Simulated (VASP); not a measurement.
Band structure of Cd (hcp). Calculation: optB88-vdW, VASP's PBE PAW potentials (set 64) (plane waves; VASP).

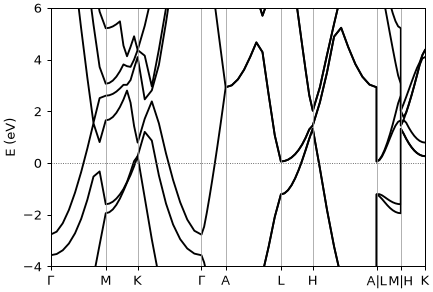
Figure: Bands along high-symmetry lines, zero at the valence-band maximum or, without a gap, the Fermi level

Q: Read the plot: is there a gap, and where are the band edges?

A: It has no gap at this level: it comes out as a metal or semimetal. (Edges off the drawn lines would not show.)

The compound is Cd in the hcp structure. It was relaxed first, which changed the volume by +6 %.
